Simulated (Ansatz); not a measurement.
## Molecular dynamics of C₂H₇BSi

System: C₂H₇BSi, SMILES BC=C[SiH3].
Method: RKS PBE/def2-SVP (Ansatz 0.2.0).

The geometry comes from this level: PBE0-D4/def2-TZVP. Figures and captions count atoms from 1; the log counts them from 0 in places.

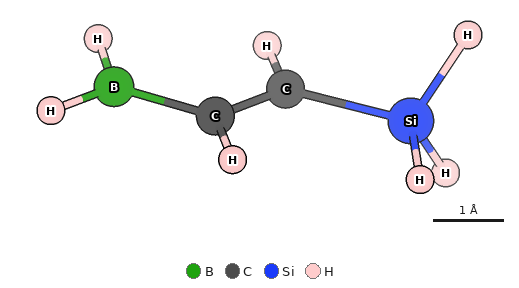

**Figure 1.** The starting structure (ball-and-stick view, seen at a tilt).

## The input
```yaml
crystal:
  periodic: [false, false, false]
  atoms:
    - {symbol: B, position_ang: [-0.174897, 2.274544, -0.306292]}
    - {symbol: C, position_ang: [0.149185, 0.892765, 0.288295]}
    - {symbol: C, position_ang: [-0.178906, -0.241395, -0.359244]}
    - {symbol: Si, position_ang: [0.163306, -1.967090, 0.271399]}
    - {symbol: H, position_ang: [0.106676, 3.288928, 0.262535]}
    - {symbol: H, position_ang: [-0.725610, 2.328066, -1.369121]}
    - {symbol: H, position_ang: [0.652102, 0.801235, 1.251582]}
    - {symbol: H, position_ang: [-0.681725, -0.133986, -1.321832]}
    - {symbol: H, position_ang: [1.015478, -2.702631, -0.701075]}
    - {symbol: H, position_ang: [0.853830, -1.882903, 1.583443]}
    - {symbol: H, position_ang: [-1.114138, -2.714633, 0.420810]}
basis:
  gaussian: {orbitals: def2-SVP}
hamiltonian: {xc: {name: PBE}}
md: {timestep: 2 fs, n_steps: 30, ensemble: nve, temperature: 500, initial_velocities: maxwell_boltzmann, seed: 666}
```

Run as:
```bash
ansatz run in.yaml --threads 2 --pin off --events-out ev --progress --plain --max-ram 4352MiB
```

## Output
```
Functional definition: PBE
  name "PBE"
  cite "Perdew, Burke & Ernzerhof, Phys. Rev. Lett. 77, 3865 (1996) doi:10.1103/PhysRevLett.77.3865"
  parent pbe
  parameter kappa = 0.804
  parameter beta = 0.06672455060314922
  exchange = pbe_x(kappa = kappa, mu = beta*pi^2/3)
  correlation = pbe_c(beta = beta)
1072 factors; their error is unknown
mean field evaluation 1: about -10720.7215 eV, gradient 4.7e1 eV
mean field evaluation 2: about -10711.0207 eV, gradient 7.4e1 eV
mean field evaluation 4: about -10727.2999 eV, gradient 4.8e0 eV
mean field evaluation 8: about -10727.3136 eV, gradient 2.0e-1 eV
mean field evaluation 16: about -10727.3137 eV, gradient 1.5e-5 eV
mean field -10727.31366675 eV, -394.2215060187 hartree, gradient 1.5e-5 eV, S^2 0.000000; 0 other end points of the search recorded, 0 dependent functions left out
the calculation of the forces begins
reference -10727.31370630 eV, -394.2215074721 hartree; 19, 19 occupied and 76, 76 virtual orbitals, 1072 factors
md step     0: t =     0.00 fs  T =   500.0 K  F+E_penalty+E_count = -10727.31366675 eV  E_kin = 0.581670 eV  conserved = -10726.73199676 eV  (26 SCF iters)
these checks for a lower state are left out or cut short: starts, cluster_reference, orbital_swaps, neighbouring_geometries, increment
1072 factors; their error is unknown
mean field -10727.14036794 eV, -394.2151374050 hartree, gradient 2.2e-5 eV, S^2 0.000000; 0 other end points of the search recorded, 0 dependent functions left out
the calculation of the forces begins
reference -10727.14040771 eV, -394.2151388663 hartree; 19, 19 occupied and 76, 76 virtual orbitals, 1072 factors
md step     1: t =     2.00 fs  T =   380.4 K  F+E_penalty+E_count = -10727.14036794 eV  E_kin = 0.442539 eV  conserved = -10726.69782919 eV  (28 SCF iters)
[... from here on the SCF iterations and repeated set-up lines of each step are left out, up to the last step ...]
md step     2: t =     4.00 fs  T =   220.5 K  F+E_penalty+E_count = -10726.93180013 eV  E_kin = 0.256528 eV  conserved = -10726.67527211 eV  (29 SCF iters)
md step     3: t =     6.00 fs  T =   257.4 K  F+E_penalty+E_count = -10727.00977251 eV  E_kin = 0.299454 eV  conserved = -10726.71031834 eV  (29 SCF iters)
md step     4: t =     8.00 fs  T =   224.5 K  F+E_penalty+E_count = -10726.94769718 eV  E_kin = 0.261215 eV  conserved = -10726.68648189 eV  (29 SCF iters)
md step     5: t =    10.00 fs  T =   225.5 K  F+E_penalty+E_count = -10726.97653202 eV  E_kin = 0.262386 eV  conserved = -10726.71414635 eV  (29 SCF iters)
md step     6: t =    12.00 fs  T =   191.8 K  F+E_penalty+E_count = -10726.92003953 eV  E_kin = 0.223075 eV  conserved = -10726.69696421 eV  (29 SCF iters)
md step     7: t =    14.00 fs  T =   189.6 K  F+E_penalty+E_count = -10726.90761755 eV  E_kin = 0.220606 eV  conserved = -10726.68701105 eV  (30 SCF iters)
md step     8: t =    16.00 fs  T =   314.8 K  F+E_penalty+E_count = -10727.08024931 eV  E_kin = 0.366213 eV  conserved = -10726.71403595 eV  (30 SCF iters)
md step     9: t =    18.00 fs  T =   303.3 K  F+E_penalty+E_count = -10727.05587631 eV  E_kin = 0.352825 eV  conserved = -10726.70305087 eV  (29 SCF iters)
md step    10: t =    20.00 fs  T =   296.5 K  F+E_penalty+E_count = -10727.04777670 eV  E_kin = 0.344924 eV  conserved = -10726.70285229 eV  (29 SCF iters)
md step    11: t =    22.00 fs  T =   315.3 K  F+E_penalty+E_count = -10727.07530477 eV  E_kin = 0.366754 eV  conserved = -10726.70855085 eV  (28 SCF iters)
md step    12: t =    24.00 fs  T =   248.9 K  F+E_penalty+E_count = -10726.97990182 eV  E_kin = 0.289540 eV  conserved = -10726.69036215 eV  (29 SCF iters)
md step    13: t =    26.00 fs  T =   282.0 K  F+E_penalty+E_count = -10727.02993197 eV  E_kin = 0.328094 eV  conserved = -10726.70183825 eV  (29 SCF iters)
md step    14: t =    28.00 fs  T =   294.3 K  F+E_penalty+E_count = -10727.05237547 eV  E_kin = 0.342344 eV  conserved = -10726.71003150 eV  (28 SCF iters)
md step    15: t =    30.00 fs  T =   311.4 K  F+E_penalty+E_count = -10727.05637961 eV  E_kin = 0.362255 eV  conserved = -10726.69412425 eV  (30 SCF iters)
md step    16: t =    32.00 fs  T =   325.0 K  F+E_penalty+E_count = -10727.09352698 eV  E_kin = 0.378085 eV  conserved = -10726.71544177 eV  (29 SCF iters)
md step    17: t =    34.00 fs  T =   180.4 K  F+E_penalty+E_count = -10726.88663783 eV  E_kin = 0.209838 eV  conserved = -10726.67679988 eV  (27 SCF iters)
md step    18: t =    36.00 fs  T =   220.8 K  F+E_penalty+E_count = -10726.94530914 eV  E_kin = 0.256873 eV  conserved = -10726.68843638 eV  (30 SCF iters)
md step    19: t =    38.00 fs  T =   317.3 K  F+E_penalty+E_count = -10727.09288562 eV  E_kin = 0.369160 eV  conserved = -10726.72372583 eV  (29 SCF iters)
md step    20: t =    40.00 fs  T =   282.4 K  F+E_penalty+E_count = -10726.99835547 eV  E_kin = 0.328500 eV  conserved = -10726.66985524 eV  (30 SCF iters)
md step    21: t =    42.00 fs  T =   339.2 K  F+E_penalty+E_count = -10727.10879619 eV  E_kin = 0.394648 eV  conserved = -10726.71414822 eV  (30 SCF iters)
md step    22: t =    44.00 fs  T =   271.5 K  F+E_penalty+E_count = -10727.00357171 eV  E_kin = 0.315892 eV  conserved = -10726.68768011 eV  (28 SCF iters)
md step    23: t =    46.00 fs  T =   251.6 K  F+E_penalty+E_count = -10726.97926263 eV  E_kin = 0.292687 eV  conserved = -10726.68657526 eV  (29 SCF iters)
md step    24: t =    48.00 fs  T =   278.9 K  F+E_penalty+E_count = -10727.03757698 eV  E_kin = 0.324421 eV  conserved = -10726.71315637 eV  (29 SCF iters)
md step    25: t =    50.00 fs  T =   201.1 K  F+E_penalty+E_count = -10726.89900685 eV  E_kin = 0.233983 eV  conserved = -10726.66502361 eV  (30 SCF iters)
md step    26: t =    52.00 fs  T =   264.9 K  F+E_penalty+E_count = -10727.02180080 eV  E_kin = 0.308226 eV  conserved = -10726.71357472 eV  (30 SCF iters)
md step    27: t =    54.00 fs  T =   247.0 K  F+E_penalty+E_count = -10726.98665785 eV  E_kin = 0.287375 eV  conserved = -10726.69928266 eV  (29 SCF iters)
md step    28: t =    56.00 fs  T =   182.2 K  F+E_penalty+E_count = -10726.89325631 eV  E_kin = 0.212009 eV  conserved = -10726.68124775 eV  (30 SCF iters)
md step    29: t =    58.00 fs  T =   248.0 K  F+E_penalty+E_count = -10726.99259876 eV  E_kin = 0.288535 eV  conserved = -10726.70406359 eV  (30 SCF iters)
these checks for a lower state are left out or cut short: starts, cluster_reference, orbital_swaps, neighbouring_geometries, increment
1072 factors; their error is unknown
mean field -10727.00002420 eV, -394.2099798674 hartree, gradient 6.4e-6 eV, S^2 0.000000; 0 other end points of the search recorded, 0 dependent functions left out
the calculation of the forces begins
reference -10727.00006323 eV, -394.2099813021 hartree; 19, 19 occupied and 76, 76 virtual orbitals, 1072 factors
1072 factors; their error is unknown
mean field evaluation 256: about -10727.0000 eV, gradient 9.5e-3 eV
mean field -10727.00002420 eV, -394.2099798674 hartree, gradient 8.7e-6 eV, S^2 0.000000; 1 other end points of the search recorded, 0 dependent functions left out
the calculation of the forces begins
reference -10727.00006323 eV, -394.2099813021 hartree; 19, 19 occupied and 76, 76 virtual orbitals, 1072 factors
md step    30: t =    60.00 fs  T =   265.8 K  F+E_penalty+E_count = -10727.00002420 eV  E_kin = 0.309198 eV  conserved = -10726.69082579 eV  (27 SCF iters)
```

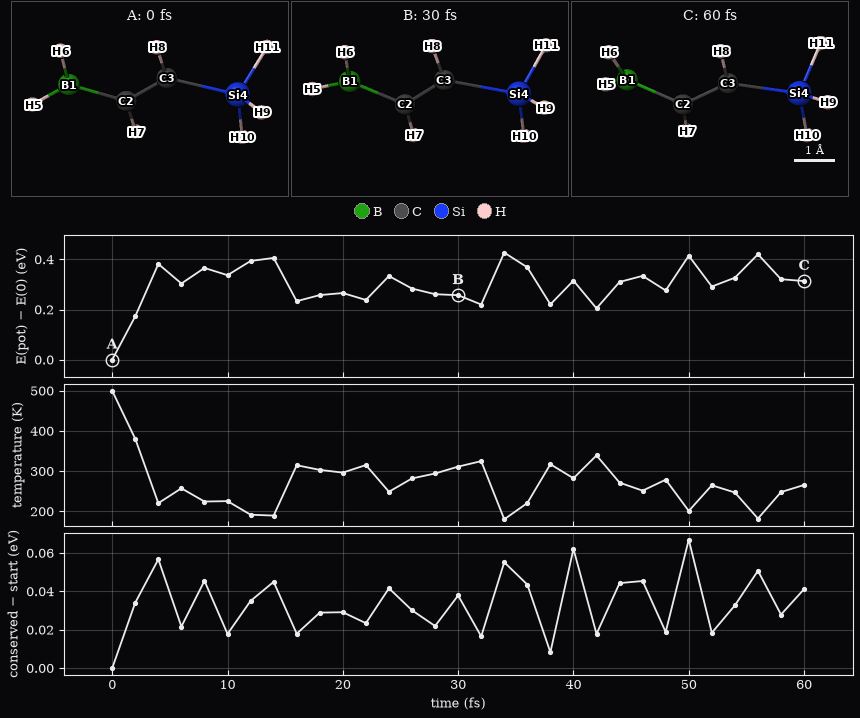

**Figure 2.** Frames of the molecular dynamics (ball-and-stick, seen at a tilt) above the curves, on which the letters mark them. The trajectory kept here has 31 frames over 60 fs. The temperature starts at 500 K, ranges from 180 to 500 K and averages 262 K over the second half. The potential energy ends 0.314 eV above its first value. The conserved quantity stays within 0.067 eV. After an unweighted best fit of the last frame on the first, the root-mean-square displacement is 0.30 Å, and H5 has moved furthest (0.67 Å).

```
Total energy: -10727.00006323 eV, -394.2099813021 hartree
Atom 0 at    -0.296829     2.324982    -0.263271 Å, force    -0.315985    -0.798582    -1.161728 eV/Å
Atom 1 at     0.285815     0.963161     0.185659 Å, force    -1.408943    -1.123042    -2.397403 eV/Å
Atom 2 at    -0.025995    -0.275919    -0.374031 Å, force     0.346140     1.810249     0.728055 eV/Å
Atom 3 at     0.118970    -2.002918     0.293694 Å, force    -0.125246     0.075836     0.085187 eV/Å
Atom 4 at    -0.521572     3.012974     0.671410 Å, force    -0.184988     0.938178     0.454056 eV/Å
Atom 5 at    -0.663525     2.622184    -1.421272 Å, force     0.324566    -0.161048     0.621886 eV/Å
Atom 6 at     0.668197     1.013517     1.155126 Å, force     1.329825    -0.369409     2.233690 eV/Å
Atom 7 at    -0.573589    -0.228600    -1.310691 Å, force    -0.238948     0.074235    -0.866854 eV/Å
Atom 8 at     0.747027    -2.877993    -0.732455 Å, force     0.296954    -0.177618    -0.121984 eV/Å
Atom 9 at     0.801234    -1.997797     1.603890 Å, force     0.345102    -0.127997     0.346826 eV/Å
Atom 10 at    -1.258331    -2.530320     0.476969 Å, force    -0.368477    -0.140802     0.078270 eV/Å
Dipole moment:     0.051978    -0.190188     0.028237 e Å
```

## Trajectory as extended XYZ (Å, eV, eV/Å), 9 of the 31 frames kept, from step=0 to step=30
```
11
Properties=species:S:1:pos:R:3:forces:R:3 step=0 time_fs=0.0 energy=-10727.31367 temperature=500.0
B    -0.1749    2.2745   -0.3063    0.0566  -0.1333   0.1071
C     0.1492    0.8928    0.2883    0.0468   0.7512   0.1007
C    -0.1789   -0.2414   -0.3592   -0.0396  -0.6789  -0.0878
Si    0.1633   -1.9671    0.2714   -0.0045  -0.0320  -0.0096
H     0.1067    3.2889    0.2625    0.1155   0.4249   0.2322
H    -0.7256    2.3281   -1.3691   -0.2287   0.0364  -0.4407
H     0.6521    0.8012    1.2516    0.2703  -0.0253   0.5176
H    -0.6817   -0.1340   -1.3218   -0.2759   0.0271  -0.5289
H     1.0155   -2.7026   -0.7011    0.1868  -0.1842  -0.2142
H     0.8538   -1.8829    1.5834    0.1532   0.0015   0.2917
H    -1.1141   -2.7146    0.4208   -0.2806  -0.1872   0.0320
11
Properties=species:S:1:pos:R:3:forces:R:3 step=4 time_fs=8.0 energy=-10726.94770 temperature=224.5
B    -0.2098    2.2710   -0.3001    0.0742  -1.0419  -0.8726
C     0.2188    0.8590    0.2937   -1.9218   1.7408  -2.8420
C    -0.1750   -0.2764   -0.3462    0.7670   1.1469  -0.1374
Si    0.1386   -1.9405    0.2628    0.8088  -1.8916   1.0346
H     0.0237    3.2897    0.2911   -0.0291   0.3318   0.2243
H    -0.8065    2.3002   -1.4059    0.3635   0.0345   0.6644
H     0.6213    0.9221    1.2440    1.1292  -0.5656   2.7147
H    -0.4207   -0.1490   -1.3995   -0.7367   0.1107  -0.4958
H     1.0652   -2.6658   -0.7118   -0.3255   0.0707   0.1080
H     0.9263   -1.8234    1.5731   -0.3461  -0.0967  -0.2853
H    -1.1159   -2.7735    0.4898    0.2166   0.1604  -0.1128
11
Properties=species:S:1:pos:R:3:forces:R:3 step=8 time_fs=16.0 energy=-10727.08025 temperature=314.8
B    -0.2266    2.2371   -0.3047    0.3284   1.5472   1.1234
C     0.2523    0.9082    0.2890   -0.7526  -2.0398   0.1833
C    -0.1477   -0.2658   -0.3715    0.4874   2.3366  -0.4441
Si    0.1272   -1.9489    0.2706    0.7440  -0.8284   0.8860
H    -0.1106    3.3211    0.3590   -0.1029  -0.9080  -0.5584
H    -0.8184    2.2893   -1.3479   -0.0214  -0.1048  -0.4462
H     0.6352    0.7495    1.3545   -0.1757   0.4275  -1.0368
H    -0.4659   -0.1425   -1.4476   -0.1432  -0.0135   0.6919
H     0.9961   -2.6394   -0.7241    0.1253  -0.2643  -0.2016
H     0.9129   -1.8006    1.5657   -0.2130  -0.1288  -0.1653
H    -1.0805   -2.7907    0.5089   -0.2762  -0.0236  -0.0321
11
Properties=species:S:1:pos:R:3:forces:R:3 step=11 time_fs=22.0 energy=-10727.07531 temperature=315.3
B    -0.2313    2.2387   -0.2876   -0.5818  -0.2449  -0.9331
C     0.2450    0.9013    0.2714    0.7168   0.7779   1.8420
C    -0.1081   -0.1890   -0.3963   -0.9618  -2.8139  -0.7583
Si    0.1268   -1.9698    0.2833    0.5829   0.1216   0.3290
H    -0.2242    3.2281    0.3361    0.0970   1.0569   0.6207
H    -0.8016    2.2455   -1.3984    0.4595  -0.0052   0.4432
H     0.6716    0.6827    1.3087   -0.1347   0.7097  -0.9259
H    -0.6218   -0.1218   -1.3763    0.1438   0.2160  -0.0566
H     0.9531   -2.6947   -0.7764   -0.1090   0.0194   0.3444
H     0.9039   -1.8195    1.6378   -0.4492  -0.2200  -0.8209
H    -1.1377   -2.8020    0.5045    0.2364   0.3823  -0.0845
11
Properties=species:S:1:pos:R:3:forces:R:3 step=15 time_fs=30.0 energy=-10727.05638 temperature=311.4
B    -0.2552    2.2570   -0.2724   -0.3179   0.9443   0.1333
C     0.2507    0.9244    0.2862   -1.2459  -0.2761  -2.9649
C    -0.0940   -0.1934   -0.4512    0.2290  -0.5663   2.3077
Si    0.1326   -1.9937    0.2964   -0.2112   1.0379  -1.0214
H    -0.3355    3.3160    0.4147    0.0884  -0.7443  -0.5640
H    -0.6487    2.2046   -1.4409    0.0179   0.3283   0.2969
H     0.7879    0.8402    1.1689    1.3519  -0.3747   2.3351
H    -0.7308   -0.0105   -1.3118   -0.1285  -0.0980  -0.7970
H     0.8800   -2.7896   -0.7132    0.2884  -0.2682  -0.0887
H     0.8261   -1.9230    1.6014    0.2546   0.0595   0.2940
H    -1.1792   -2.6742    0.4692   -0.3268  -0.0425   0.0690
11
Properties=species:S:1:pos:R:3:forces:R:3 step=19 time_fs=38.0 energy=-10727.09289 temperature=317.3
B    -0.2882    2.2984   -0.2600    0.5781  -0.5200   0.5316
C     0.2636    0.9390    0.2725   -0.8782  -0.9944  -2.0978
C    -0.0930   -0.2370   -0.4384    0.8704   1.6408   1.9045
Si    0.1344   -2.0007    0.2898   -0.1833   0.0334  -0.2132
H    -0.4177    3.3059    0.3978   -0.0170   0.0341   0.2192
H    -0.5303    2.3273   -1.4169   -0.4435   0.1316  -0.8582
H     0.9189    0.9259    1.1337    0.2255  -0.4222   0.8697
H    -0.6814   -0.0189   -1.3477   -0.0702  -0.3754  -0.1214
H     0.8985   -2.9657   -0.6217   -0.2401   0.3277   0.1567
H     0.8448   -1.9908    1.6452   -0.2268   0.1627  -0.4114
H    -1.2931   -2.5225    0.4584    0.3849  -0.0184   0.0204
11
Properties=species:S:1:pos:R:3:forces:R:3 step=22 time_fs=44.0 energy=-10727.00357 temperature=271.5
B    -0.3000    2.3143   -0.2538    0.2467   0.1024  -0.7966
C     0.2622    0.9201    0.2182    1.4365   1.8783   2.4006
C    -0.0721   -0.2263   -0.3737   -0.3810  -1.7209  -1.7602
Si    0.1328   -2.0027    0.2809   -0.3347   0.5749  -0.3507
H    -0.4811    3.3162    0.4579    0.1201  -0.6055  -0.0572
H    -0.5477    2.4793   -1.4835    0.0158  -0.2557   0.8464
H     0.9395    0.8514    1.1966   -1.3802   0.1564  -1.5128
H    -0.6140   -0.1777   -1.3677    0.1322   0.1233   0.6586
H     0.8613   -3.0185   -0.5283    0.0528   0.0048  -0.4683
H     0.8000   -1.9860    1.5671    0.4541   0.0988   0.9916
H    -1.2783   -2.4203    0.4624   -0.3623  -0.3568   0.0487
11
Properties=species:S:1:pos:R:3:forces:R:3 step=26 time_fs=52.0 energy=-10727.02180 temperature=264.9
B    -0.2987    2.3239   -0.2714    0.1943  -0.0735   1.7206
C     0.2800    0.9601    0.1885   -0.5875  -1.0982  -0.1291
C    -0.0478   -0.2687   -0.3410    0.1926   1.0075  -1.0025
Si    0.1266   -1.9981    0.2735    0.0772  -0.6813   1.8415
H    -0.5316    3.1720    0.6111    0.1806  -0.3209  -0.4115
H    -0.6016    2.5762   -1.3687   -0.2682   0.1282  -1.2643
H     0.7332    0.8217    1.1687    0.5209   0.4632   0.6386
H    -0.5795   -0.3012   -1.3023   -0.2395   0.3633  -0.4832
H     0.8154   -3.0413   -0.6003   -0.1314   0.4592   0.0021
H     0.8301   -1.9499    1.6776   -0.3714  -0.1722  -0.8424
H    -1.3299   -2.4354    0.4807    0.4326  -0.0752  -0.0699
11
Properties=species:S:1:pos:R:3:forces:R:3 step=30 time_fs=60.0 energy=-10727.00002 temperature=265.8
B    -0.2968    2.3250   -0.2633   -0.3160  -0.7986  -1.1617
C     0.2858    0.9632    0.1857   -1.4089  -1.1230  -2.3974
C    -0.0260   -0.2759   -0.3740    0.3461   1.8102   0.7281
Si    0.1190   -2.0029    0.2937   -0.1252   0.0758   0.0852
H    -0.5216    3.0130    0.6714   -0.1850   0.9382   0.4541
H    -0.6635    2.6222   -1.4213    0.3246  -0.1610   0.6219
H     0.6682    1.0135    1.1551    1.3298  -0.3694   2.2337
H    -0.5736   -0.2286   -1.3107   -0.2389   0.0742  -0.8669
H     0.7470   -2.8780   -0.7325    0.2970  -0.1776  -0.1220
H     0.8012   -1.9978    1.6039    0.3451  -0.1280   0.3468
H    -1.2583   -2.5303    0.4770   -0.3685  -0.1408   0.0783
```

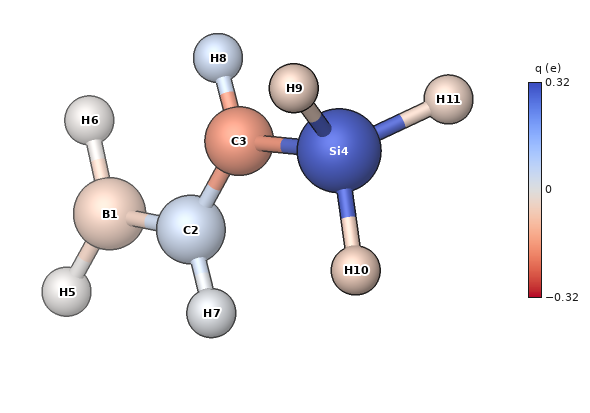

**Figure 3.** Mulliken charges, as the colour of each atom (ball-and-stick view, seen at a tilt; atoms are numbered from 1 in the order of the input). By element: B −0.07, C −0.18 to +0.05, Si +0.30 and H −0.06 to +0.05 e.

## Key numbers

- outcome: finished
- mean temperature over the second half: 262 K
- trajectory: 30 steps, 60 fs
- ensemble: nve
- temperature in the input: 500 K
- time step: 2 fs
- potential energy (last step): −10727.0001 eV
- SCF solution under orbital rotations (last step): stable
- largest force (length of the vector) (last step): 2.999 eV/Å
- dipole moment (last step): 0.96 D
- hardware: 2 threads of Arm Neoverse V1, 23 GiB of memory available, shared host
- wall time: 46 s (CPU time 89 s)
- peak memory: 0.12 GiB

## Remarks

So short a trajectory is not equilibrated.
